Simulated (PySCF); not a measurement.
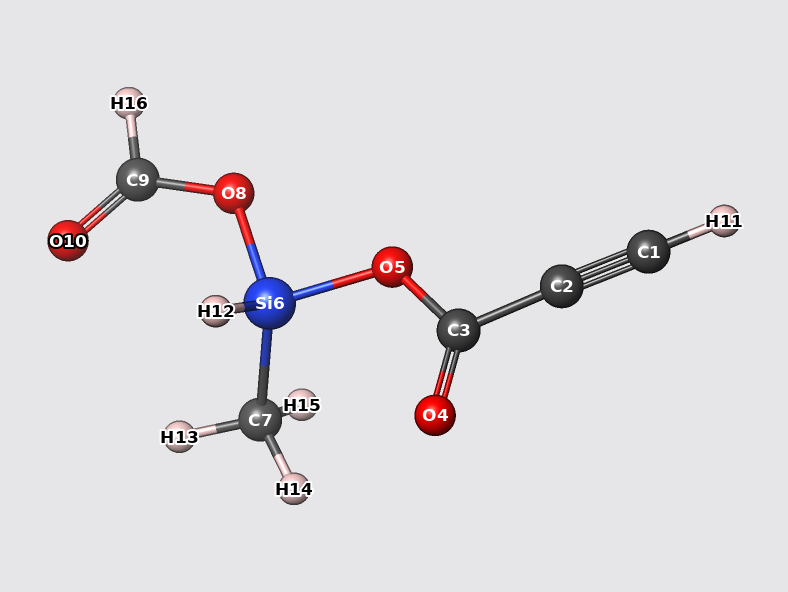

The geometry was computed by an optimisation with GFN2-xTB. No frequency run is at hand to confirm it as a minimum. Electric field gradients from the ground-state density, PBE0/pcSseg-1 (PySCF 2.14.0), non-relativistic apart from any core potentials.

Give the largest field-gradient component, the quadrupole coupling constant and the asymmetry for 17O at O4 (Q = −25.6 mb), 17O at O5 (Q = −25.6 mb), 17O at O8 (Q = −25.6 mb), 17O at O10 (Q = −25.6 mb), 2H at H11 (Q = 2.86 mb), 2H at H12 (Q = 2.86 mb).

```
atom  V_zz (a.u.)  e²qQ/h (MHz)     η
  O4       −1.617          9.73  0.19
  O5        1.352         −8.13  0.07
  O8        1.268         −7.63  0.14
 O10       −1.605          9.65  0.32
 H11        0.387         0.260  0.02
 H12        0.163         0.110  0.00
```

The geometry is semi-empirical. Around Si such bond lengths and angles can be off by a tenth of an ångström or more and by several degrees, and values that hang on the shape move with them.
